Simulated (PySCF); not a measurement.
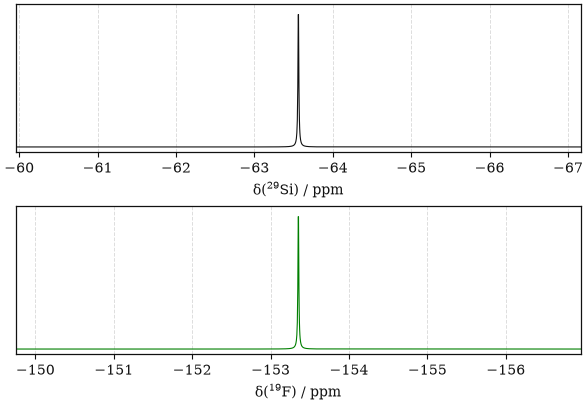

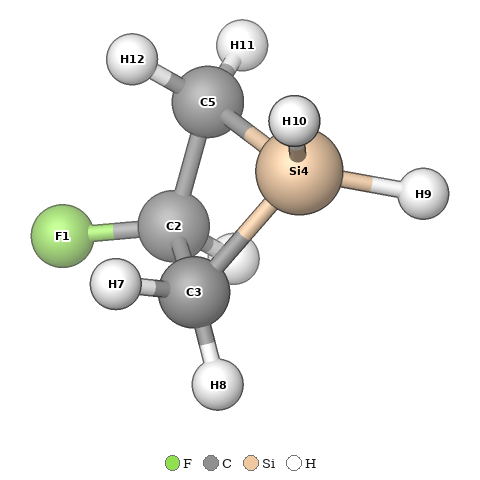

Spectrum and numbered structure of C₃H₇FSi, SMILES FC1C[SiH2]C1. GIAO shifts, KT3/pcSseg-2 with PySCF, at a PBE0-D3(BJ)/def2-SVP geometry (no frequency check), against TMS for ²⁹Si and CFCl₃ for ¹⁹F computed at the same level (¹⁹F: this reference is a hard case for the method, so all values can be off together by tens of ppm, and differences between signals are safer). Gas phase, fully decoupled, line heights follow the number of nuclei, widths are arbitrary (no quadrupolar broadening); values of one conformer, averaged over methyl-type rotors and exact or near symmetry; other conformers aren't averaged in.

### Where does the ²⁹Si line lie?

At −63.6 ppm (Si4).

### Where does the ¹⁹F line lie?

At −153.4 ppm (F1).
